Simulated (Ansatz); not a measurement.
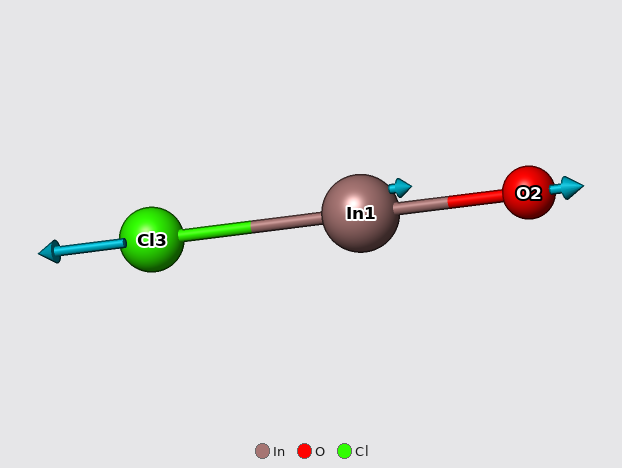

The arrows show one normal mode. Harmonic vibrations computed with RKS PBE0-D4/def2-TZVP, core potentials on In (Ansatz 0.2.0) at a stationary point of the same level.

> Describe the motion.

Mostly In–Cl stretching.

> Estimate its harmonic wavenumber.

386 cm⁻¹; it is mode 3 of 4 counted from the lowest.
